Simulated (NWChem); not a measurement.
# One shape, several levels: triplet AsF3

We compute a comparison of 6 runs (UHF/STO-3G, UHF/3-21G, UB3LYP/cc-pVDZ, UM06-2X/cc-pVDZ, UPBE0/cc-pVDZ, UB3LYP/6-31G*) of triplet AsF3. 

The calculation is run with NWChem 7.3.0.

9 further runs of the same task are left out: 9 set aside as unsound or not needed. Runs told in other sessions of the task aren't counted.

### 1 The structure to begin with

AsF3: 4 atoms, total charge 0, spin state triplet. As SMILES of the parent species, `F[As](F)F`. Geometry: relaxed at PBE0-D4/def2-TZVP. That shape belongs to the parent species and isn't relaxed for this state.

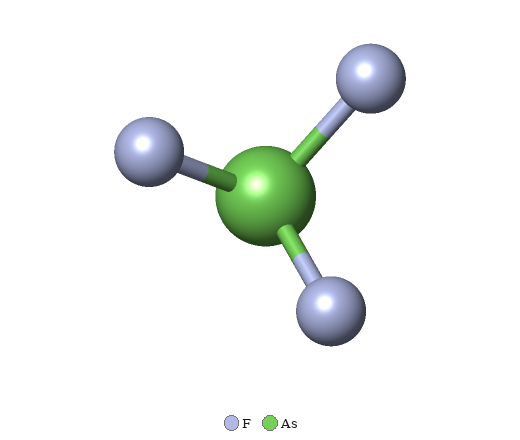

The structure, seen from a chosen angle (fluorine light blue, arsenic green).

### 2 The energy at UHF/STO-3G (run 1)

work.nw reads:

```
start work
title "AsF3"
memory stack 880 mb heap 220 mb global 1100 mb
charge 0
geometry units angstroms noautosym nocenter noautoz
 F     -0.445870     0.395590     1.362650
 As    -0.461950    -0.457240    -0.125630
 F      1.203970    -0.865930    -0.112740
 F     -0.296160     0.927580    -1.124280
end
basis spherical bse
 * library STO-3G
end
scf
 triplet
 uhf
 thresh 1e-08
 maxiter 80
end
task scf energy
```

Command:

```console
$ nwchem work.nw > work.out
```

The log of the run:

```text
[...]
  functions       =    33
[...]
  wavefunction    = UHF
[...]
         Total SCF energy =  -2503.128662268967
      One electron energy =  -4163.818593016784
      Two electron energy =   1335.349897475834
 Nuclear repulsion energy =    325.340033271983
                       Sz =      1.0000
                 Sz(Sz+1) =      2.0000
                      S^2 =      2.0089
[...]
```

Run time: 8.1 s. Hardware: 1 thread of Intel Xeon 6975P-C (Granite Rapids), shared host; peak memory 0.096 GiB.

### 3 A single-point energy at UHF/3-21G (run 2)

asf3.nw reads:

```
start asf3
title "AsF3 hf"
memory total 2200 mb
charge 0
geometry units angstrom noautosym nocenter noautoz
F    -0.445870    0.395590    1.362650
As   -0.461950   -0.457240   -0.125630
F     1.203970   -0.865930   -0.112740
F    -0.296160    0.927580   -1.124280
end
basis "ao basis" spherical bse
F library 3-21G
As library 3-21G
end
scf
triplet
uhf
thresh 1e-08
maxiter 80
noprint "final vectors analysis"
end
task scf
```

Command:

```console
$ nwchem asf3.nw > asf3.out
```

The log of the run:

```text
[...]
  functions       =    49
[...]
  wavefunction    = UHF
[...]
         Total SCF energy =  -2519.982828254110
      One electron energy =  -4166.294187125473
      Two electron energy =   1320.971325599380
 Nuclear repulsion energy =    325.340033271983
                       Sz =      1.0000
                 Sz(Sz+1) =      2.0000
                      S^2 =      2.0149
[...]
```

It took 9.6 s on 1 thread of Intel Xeon 6975P-C (Granite Rapids), shared host; peak memory 0.096 GiB.

### 4 A single-point energy at UB3LYP/cc-pVDZ (run 3)

run.py reads:

```python
from ase import Atoms
from ase.calculators.nwchem import NWChem

molecule = Atoms('FAsFF', positions=[
    [-0.445870, 0.395590, 1.362650],
    [-0.461950, -0.457240, -0.125630],
    [1.203970, -0.865930, -0.112740],
    [-0.296160, 0.927580, -1.124280],
])

calc = NWChem(
    label='asf3',
    theory='dft',
    memory='2200 mb',
    basis='cc-pVDZ',
    basispar='spherical bse',
    dft={'xc': 'b3lyp', 'mult': '3', 'grid': 'xfine', 'convergence': 'energy 1e-08', 'iterations': '100', 'mulliken': None},
    task='energy',
)
molecule.calc = calc

e = molecule.get_potential_energy()
print(f"E = {e:.6f} eV")
```

Command:

```console
$ export ASE_NWCHEM_COMMAND="nwchem PREFIX.nwi > PREFIX.nwo"
$ python run.py
```

The log of the run:

```text
E = -68987.804537 eV
```

The calculator wrote asf3.nwi:

```
title "asf3"

permanent_dir asf3

scratch_dir asf3

start asf3

geometry units angstrom nocenter noautosym noautoz
  F  -4.4586999999999999e-01 3.9559000000000000e-01 1.3626499999999999e+00
  As -4.6195000000000003e-01 -4.5723999999999998e-01 -1.2562999999999999e-01
  F  1.2039700000000000e+00 -8.6592999999999998e-01 -1.1274000000000001e-01
  F  -2.9615999999999998e-01 9.2757999999999996e-01 -1.1242799999999999e+00
end

memory 2200 mb

basis spherical bse noprint
   * library cc-pVDZ
end

dft
  xc b3lyp
  mult 3
  grid xfine
  convergence energy 1e-08
  iterations 100
  mulliken
end

task dft energy
```

asf3.nwo:

```text
Northwest Computational Chemistry Package (NWChem) 7.3.0
             --------------------------------------------------------

           Job information
           ---------------

    nwchem branch   = 7.3.0
    use scalapack   = T
    input           = asf3.nwi
    prefix          = asf3.
    data base       = asf3/asf3.db
    status          = startup
    nproc           =        1

           Memory information
           ------------------

    heap     =     72089600 doubles =      550.0 Mbytes
    stack    =     72089597 doubles =      550.0 Mbytes
    global   =    144179200 doubles =     1100.0 Mbytes (distinct from heap & stack)
    total    =    288358397 doubles =     2200.0 Mbytes
    verify   = yes
    hardfail = no

           Directory information
           ---------------------

  0 permanent = asf3
  0 scratch   = asf3

                                NWChem Input Module
                                -------------------

                                       asf3
                                       ----

[... 23 lines left out ...]
            Nuclear Dipole moment (a.u.)
[... 54 lines left out ...]
  convergence criterion.
[... 16 lines left out ...]
          Convergence on density requested:  1.00D-05
[... 22 lines left out ...]
          Spatial weights used:  Erf1
[... 3 lines left out ...]
          Convergence aids based upon iterative change in
[... 94 lines left out ...]
         Total DFT energy =    -2535.255075771762
[... 1 line left out ...]
           Coulomb energy =     1432.189783647157
[... 1 line left out ...]
 Nuclear repulsion energy =      325.340033271983
[... 492 lines left out ...]
                     DFT Final Beta Molecular Orbital Analysis
[... 558 lines left out ...]
   alpha     61     62     63     64     65     66     67     68     69
    beta     60     62     63     64     65     66     67     68     69
 overlap   0.957  0.903  0.919  0.942  0.997  0.941  0.998  1.000  0.999

     --------------------------
     Expectation value of S2:
     --------------------------
      <S2> =      2.0039 (Exact =     2.0000)

 center of mass
 --------------
 x =  -0.37007428 y =  -0.36629835 z =  -0.10064312

 moments of inertia (a.u.)
 ------------------
         373.578724149058          62.705688318753          17.224980901400
          62.705688318753         372.289037283321          17.051636730592
          17.224980901400          17.051636730592         314.908999718940

     Multipole analysis of the density
     ---------------------------------

     L   x y z        total         alpha         beta         nuclear
     -   - - -        -----         -----         ----         -------
     0   0 0 0     -0.000000    -31.000000    -29.000000     60.000000

     1   1 0 0     -0.624009     11.125911      9.201265    -20.951184
[... 8 lines of this table left out ...]
     2   0 0 2    -25.790109    -67.667320    -60.693087    102.570299

 Task  times  cpu:       44.9s     wall:       44.9s
 Total times  cpu:       45.0s     wall:       45.0s
```

It took 46 s on 1 thread of Intel Xeon 6975P-C (Granite Rapids), shared host; peak memory 0.12 GiB.

Runs 4 to 5 aren't shown in full; the table further down has their settings and results.

### 5 The energy at UB3LYP/6-31G(d) (spherical functions) (run 6)

mol.nw reads:

```
echo
START mol
TITLE "arsenic trifluoride"
memory stack 880 mb heap 220 mb global 1100 mb
GEOMETRY noautosym nocenter noautoz
F     -0.445870     0.395590     1.362650
As    -0.461950    -0.457240    -0.125630
F      1.203970    -0.865930    -0.112740
F     -0.296160     0.927580    -1.124280
END
BASIS spherical bse
* library 6-31G*
END
DFT
xc b3lyp
mult 3
grid xfine
convergence energy 1e-08
maxiter 100
mulliken
noprint "final vectors analysis"
END
TASK dft energy
```

Command:

```console
$ nwchem mol.nw > mol.out
```

The log of the run:

```text
[...]
          Wavefunction type:  spin polarized.
          No. of atoms     :     4
          No. of electrons :    60
[...]
          Charge           :     0
          Spin multiplicity:     3
[...]
          AO basis - number of functions:    74
[...]
              XC Information
              --------------
                         B3LYP Method XC Potential
                     Hartree-Fock (Exact) Exchange  0.200
                        Slater Exchange Functional  0.800 local
                    Becke 1988 Exchange Functional  0.720 non-local
              Lee-Yang-Parr Correlation Functional  0.810
                  VWN I RPA Correlation Functional  0.190 local
[...]
 d= 0,ls=0.0,diis     1  -2534.8220386340 -2.86D+03  1.64D-02  2.81D-01     2.0
[...]
 d= 0,ls=0.0,diis    12  -2534.9759084938 -1.22D-09  1.44D-06  1.51D-10    20.1
[...]
         Total DFT energy =    -2534.975908493792
      One electron energy =    -4178.088611552428
           Coulomb energy =     1432.341809698201
    Exchange-Corr. energy =     -114.569139911547
 Nuclear repulsion energy =      325.340033271983
[...]
      Total Density - Mulliken Population Analysis
     ---------------------------------------------
    Atom       Charge   Shell Charges
 -----------   ------   -------------------------------------------------------
    1 F    9     9.26   2.00  0.95  3.27  1.01  2.03  0.01
    2 As  33    32.14   2.00  2.00  6.00  2.00  5.98  1.36  1.86  0.10  0.51  6.92  2.93  0.47
    3 F    9     9.30   2.00  0.94  3.28  1.02  2.05  0.01
    4 F    9     9.30   2.00  0.94  3.28  1.02  2.05  0.01
[...]
      <S2> =      2.0038 (Exact =     2.0000)
[...]
```

Run time: 21 s. Hardware: 1 thread of Intel Xeon 6975P-C (Granite Rapids), shared host; peak memory 0.12 GiB.

### 6 Overview of the runs

```csv
run,level,iteration cap,module,energy (Eh),dipole moment (D),HOMO energy (eV),⟨S²⟩,wall time
1,UHF/STO-3G,80,scf,-2503.128662,1.30,-1.33,2.009,8.1 s
2,UHF/3-21G,80,scf,-2519.982828,3.94,–,2.015,9.6 s
3,UB3LYP/cc-pVDZ,100,dft,-2535.255076,2.09,-3.19,2.004,46 s
4,UM06-2X/cc-pVDZ,100,dft,-2535.144205,2.63,-4.69,2.006,56 s
5,UPBE0/cc-pVDZ,100,dft,-2534.668999,2.22,-3.59,2.005,50 s
6,UB3LYP/6-31G* (spherical functions),100,dft,-2534.975908,1.89,–,2.004,21 s
```

### 7 Results

```
            quantity           value
 run 6: total energy  -2534.97591 Eh
run 6: dipole moment          1.89 D
         run 6: ⟨S²⟩           2.004
```

The dipole moment (its size) runs from 1.30 D (UHF/STO-3G) to 3.94 D (UHF/3-21G). Totals of different functionals can't be ranked against each other. In run 1 the basis is minimal, so the values are rough. All runs together took 3.2 min, the longest 56 s.
